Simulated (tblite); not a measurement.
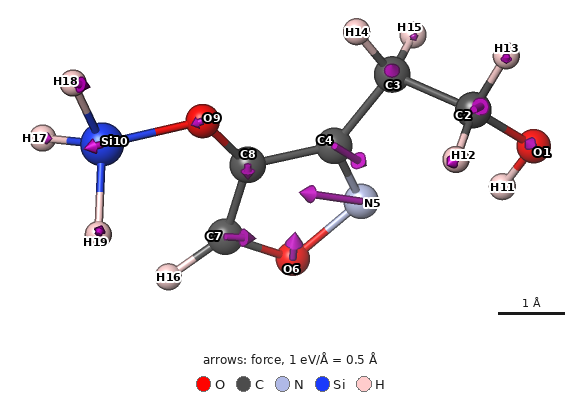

Starting geometry of C₅H₉NO₃Si with the computed forces as purple arrows. The picture is a ball-and-stick view, seen from a free direction.

The calculation used tblite 0.8.0, GFN2-xTB geometry optimisation, gas phase. 

### What follows when this structure is relaxed?

It isn't relaxed: the largest force vector, on N5, is 2.45 eV/Å. The final displacements have little in common with the starting forces (cosine between the two patterns 0.14). The largest moves after the best rigid fit, 0.44 Å, are those of H14 and H18. By element the largest moves are H 0.44 Å, O 0.28 Å, C 0.21 Å, N 0.21 Å, Si 0.13 Å. Among the contacts that change: C4–N5 1.345 → 1.308 Å, N5–O6 1.384 → 1.352 Å, Si10–H18 1.479 → 1.452 Å, O6–C7 1.364 → 1.341 Å. Among the angles between lasting bonds that change: O9–Si10–H18 110.0° → 98.0°, C8–O9–Si10 124.7° → 131.2°, H17–Si10–H18 109.3° → 114.6°. Over 111 geometry steps the energy falls by 0.246 eV.
